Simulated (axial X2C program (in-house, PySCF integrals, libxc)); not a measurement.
# In₂⁺: bond curves with and without spin–orbit coupling

What are the state, bond length, wavenumber and bond energy of In₂⁺, and what does spin–orbit coupling change?

Program: an in-house X2C program for linear molecules on PySCF integrals. Level of theory: all-electron X2C, In dyall-cv3z. These are calculated values, not measurements.

### 1 Input

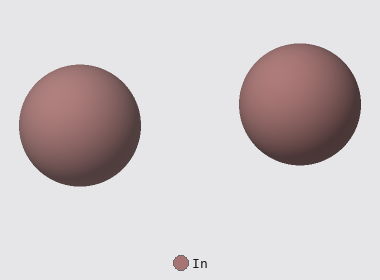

The two atoms at 2.840 Å (indium brown).

Input file task.json:

```json
{
 "zs": [
  49,
  49
 ],
 "q": 1,
 "bas": [
  "dyall-cv3z",
  "dyall-cv3z"
 ],
 "levels": [
  "PBE0",
  "HF",
  "TPSSh"
 ],
 "cc": true,
 "r0": 2.84,
 "thr": -1.0,
 "nmax": 90,
 "npts": 10,
 "nst": 2,
 "ntry": 6
}
```

Keys: zs atomic numbers; q charge; bas basis sets; levels methods (HF also brings MP2); cc coupled cluster on or off; r0 starting distance in Å; thr threshold in hartree for freezing inner shells (an s shell follows its p shell); nmax most natural virtual spinors; npts points asked for on the curve; nst determinants followed; ntry starts of the search.

Run with:

```
> python so2c.py task.json out
```

Spin-free means the one-electron spin-free X2C Hamiltonian; two-component (2c) means X2C with spin–orbit coupling and atomic mean-field two-electron Coulomb and Gaunt terms. Basis: In dyall-cv3z contracted to [11s12p9d4f1g]; Gaussian nuclei, density fitting. Masses: In 114.904 u.

Notation: σ, π±, δ± give the projection m of an orbital's angular momentum (0, ±1, ±2), α and β its spin, Λ and M_S the sums; ω is the projection of a spinor's total angular momentum and Ω the sum. Logs are in hartree.

The results follow Hamiltonian by Hamiltonian and level by level.

### 2 Search for the lowest determinant

PBE0 moves the distance from 2.840 Å to 3.619 Å and compares determinants there.

Spin-free determinants:

```csv
ΔE (eV),state,open shells
0.00,"M_S = 1/2, Λ = 0",beyond closed shells: σα
0.73,"M_S = 1/2, Λ = 1",beyond closed shells: π+α
4.66,"M_S = 3/2, Λ = 1","beyond closed shells: 2 × σα, π+α"
5.26,"M_S = 1/2, Λ = 1","beyond closed shells: 2 × σα, π+β"
6.97,"M_S = 1/2, Λ = 2",beyond closed shells: δ+α
```

Two-component determinants:

```tsv
ΔE (eV)	state	open shells
0.00	Ω = 1/2	excess of +ω over −ω: ω = 1/2
0.85	Ω = 3/2	excess of +ω over −ω: ω = 3/2
4.77	Ω = 5/2	excess of +ω over −ω: 2 × ω = 1/2, ω = 3/2
5.12	Ω = 3/2	excess of +ω over −ω: 3 × ω = 1/2
5.36	Ω = 1/2	excess of +ω over −ω: 2 × ω = -1/2, ω = 3/2
7.00	Ω = 5/2	excess of +ω over −ω: ω = 5/2
```

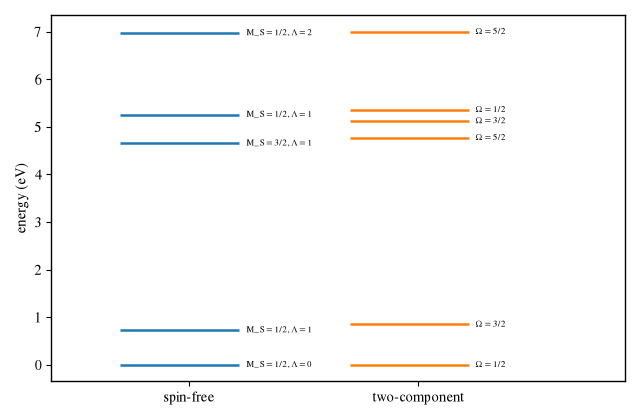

The determinants found, each set from its own lowest.

### 3 PBE0, spin-free

State followed: M_S = 1/2, Λ = 0 (beyond closed shells: σα). The scan is laid around 3.619 Å, a first estimate of the minimum, and this SCF restarts from the orbitals of the search.

The SCF at the reference distance of 3.619 Å:

```text
spin-free X2C-1e  PBE0
basis functions 258  fitting functions 1300  grid points 5806
iter        total energy     max residual
   1     -11761.170319642     9.87e-06
   2     -11761.170319646     7.67e-06
   3     -11761.170319647     2.60e-06
converged
one-electron -16871.72636456  Coulomb 5081.25306614  exact exchange -79.26449443  xc functional -242.51141141  nuclear repulsion 351.07888461
```

Along the bond, energies from the lowest point:

```csv
R (Å),E (eV),HOMO (eV),LUMO (eV),iterations
3.148,0.1391,-9.18,-7.21,9
3.293,0.0561,-9.10,-7.04,9
3.402,0.0213,-9.03,-6.93,9
3.510,0.0039,-8.96,-6.83,9
3.619,0.0000,-8.89,-6.74,3
3.746,0.0078,-8.80,-6.64,9
3.872,0.0259,-8.71,-6.55,9
4.035,0.0593,-8.59,-6.44,9
4.234,0.1105,-8.44,-6.34,9
4.524,0.1945,-8.23,-6.20,9
```

Outer orbitals at the reference distance:

```csv
symmetry,occupied,ε (eV),atomic character
δ-α,yes,-26.25,100% In d
δ+α,yes,-26.25,100% In d
δ+α,yes,-26.25,100% In d
δ-α,yes,-26.25,100% In d
δ+β,yes,-26.25,100% In d
δ-β,yes,-26.25,100% In d
δ-β,yes,-26.24,100% In d
δ+β,yes,-26.24,100% In d
π-α,yes,-26.16,100% In d
π+α,yes,-26.16,100% In d
σα,yes,-26.15,100% In d
π+α,yes,-26.13,100% In d
π-α,yes,-26.13,100% In d
π+β,yes,-26.09,100% In d
π-β,yes,-26.09,100% In d
π-β,yes,-26.07,100% In d
π+β,yes,-26.07,100% In d
σα,yes,-26.06,100% In d
σβ,yes,-26.06,100% In d
σβ,yes,-25.99,100% In d
σα,yes,-14.76,"91% In s, 6% In p"
σβ,yes,-14.20,"93% In s, 5% In p"
σα,yes,-13.56,"91% In s, 7% In p"
σβ,yes,-13.10,"92% In s, 5% In p"
σα,yes,-8.89,"92% In p, 6% In s"
π+α,no,-6.74,97% In p
π-α,no,-6.74,97% In p
σβ,no,-6.62,"94% In p, 5% In s"
π+β,no,-6.53,97% In p
```

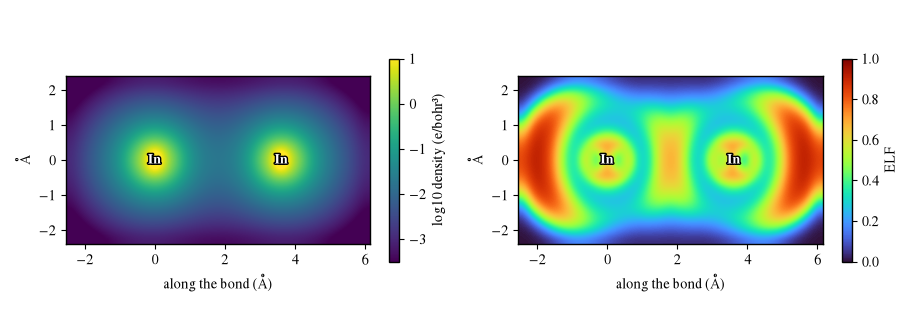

PBE0 fields in a plane through the axis, from a grid of 0.3 Å; In lies at z = 0 and In at z = 3.619 Å; the ELF is damped to zero where the density is low.

Re = 3.603 Å, ωe = 65.1 cm⁻¹, ωexe = 0.185 cm⁻¹, Be = 0.0226 cm⁻¹, De = 1.43 eV.

### 4 HF, spin-free

The SCF at the reference distance of 3.619 Å:

```text
spin-free X2C-1e  HF
basis functions 258  fitting functions 1300  grid points 5806
iter        total energy     max residual
   1     -11756.452391538     2.37e-01
   2     -11756.489729953     5.63e-03
   3     -11756.491096242     2.70e-03
   4     -11756.491333746     1.22e-03
   5     -11756.491388883     8.94e-04
   6     -11756.491421128     4.66e-04
   7     -11756.491431631     1.93e-04
   8     -11756.491432713     7.05e-05
   9     -11756.491432876     1.83e-05
  10     -11756.491432887     4.00e-06
  11     -11756.491432887     9.27e-07
converged
one-electron -16870.74107226  Coulomb 5080.38305524  exact exchange -317.21230048  xc functional 0.00000000  nuclear repulsion 351.07888461
```

Re = 3.675 Å, ωe = 66.4 cm⁻¹, ωexe = 0.134 cm⁻¹, Be = 0.02172 cm⁻¹, De = 1.10 eV.

### 5 TPSSh, spin-free

Output at 3.619 Å:

```text
spin-free X2C-1e  TPSSh
basis functions 258  fitting functions 1300  grid points 5806
iter        total energy     max residual
   1     -11761.374922398     1.66e-01
   2     -11761.376475280     6.63e-03
   3     -11761.376403668     6.50e-03
   4     -11761.376719714     6.05e-04
   5     -11761.376724803     5.47e-05
   6     -11761.376724850     2.86e-05
   7     -11761.376724862     4.30e-06
   8     -11761.376724863     4.34e-07
converged
one-electron -16870.62514119  Coulomb 5080.10891972  exact exchange -31.70093804  xc functional -290.23844996  nuclear repulsion 351.07888461
```

Re = 3.626 Å, ωe = 61.7 cm⁻¹, Be = 0.02232 cm⁻¹, De = 1.43 eV.

### 6 MP2 and beyond, spin-free

Correlated methods: 5 electrons correlated (frozen shells, counted by type: In 4 s, 3 p, 2 d), 323 virtual spinors in MP2, 89 natural virtuals in coupled cluster.

Output of the correlated part at 3.619 Å:

```text
correlated 5  virtual 323  natural virtual 89  E(MP2) -0.058678192  MP2 remainder -0.001433356
iter   CCSD correlation   residual
   1     -0.070365793   1.32e-01
   2     -0.077522047   5.77e-02
   3     -0.078094308   1.27e-02
   4     -0.078182122   3.39e-03
   5     -0.078177709   1.16e-03
   6     -0.078176882   3.45e-04
   7     -0.078179821   9.08e-05
   8     -0.078179831   3.37e-05
   9     -0.078179733   1.29e-05
  10     -0.078179658   4.15e-06
  11     -0.078179698   1.69e-06
  12     -0.078179720   4.92e-07
  13     -0.078179725   1.81e-07
(T) -0.001609731  T1 0.0272  D1 0.0507  max T2 0.083
```

T1 in the output is the amplitude norm over the root of the electron number; divide by √2 for the Lee–Taylor value.

MP2: Re = 3.610 Å, ωe = 68.8 cm⁻¹, Be = 0.02251 cm⁻¹, De = 1.21 eV.

CCSD: Re = 3.605 Å, ωe = 70.2 cm⁻¹, ωexe = 0.156 cm⁻¹, Be = 0.02258 cm⁻¹, De = 1.21 eV. T1 at Re = 0.019 (Lee–Taylor, the printed value over √2).

CCSD(T): Re = 3.594 Å, ωe = 70.9 cm⁻¹, ωexe = 0.161 cm⁻¹, Be = 0.02271 cm⁻¹, De = 1.24 eV. T1 at Re = 0.019 (Lee–Taylor, the printed value over √2).

### 7 A higher determinant, spin-free

State: M_S = 1/2, Λ = 1 (beyond closed shells: π+α).

Output at the reference distance:

```text
spin-free X2C-1e  PBE0
basis functions 258  fitting functions 1300  grid points 5806
iter        total energy     max residual
   1     -11761.143512138     5.48e-06
   2     -11761.143512139     3.72e-06
converged
one-electron -16870.48520413  Coulomb 5080.00243204  exact exchange -79.25440005  xc functional -242.48522461  nuclear repulsion 351.07888461
```

```csv
R (Å),E above the lowest PBE0 point (eV)
3.148,0.652
3.293,0.662
3.402,0.681
3.510,0.704
3.619,0.729
3.746,0.759
3.872,0.787
4.035,0.818
4.234,0.850
```

No constants are quoted: the lowest point is the short end of the scan.

### 8 The spin-free curves together

Energy (eV) of the followed determinant, spin-free, from each level's lowest point:

```csv
R (Å),PBE0,HF,MP2,CCSD,CCSD(T),TPSSh
3.148,0.139,0.202,0.163,n/a,n/a,0.143
3.293,0.056,0.092,0.067,0.066,0.062,0.060
3.402,0.021,0.042,0.026,0.025,0.023,0.024
3.510,0.004,0.013,0.005,0.005,0.004,0.006
3.619,0.000,0.000,0.000,0.000,0.000,0.000
3.746,0.008,0.001,0.008,0.009,0.010,0.005
3.872,0.026,0.014,0.028,0.030,0.033,0.020
4.035,0.059,0.045,0.065,0.069,0.073,0.048
4.234,0.111,0.097,0.123,n/a,n/a,0.093
4.524,0.194,0.189,0.221,n/a,n/a,0.168
```

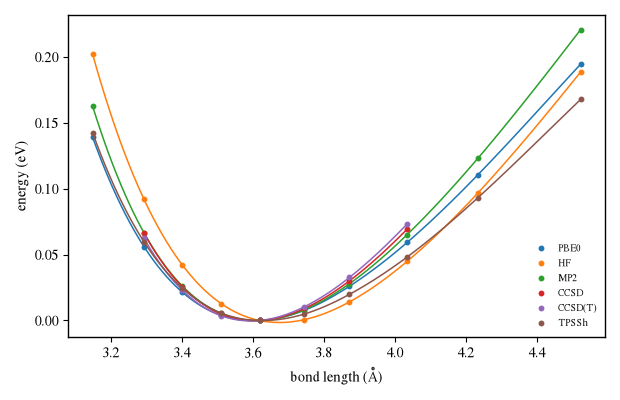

Curves of the followed state, spin-free, each from its own lowest point.

(Part 1 of 2 ends here.)
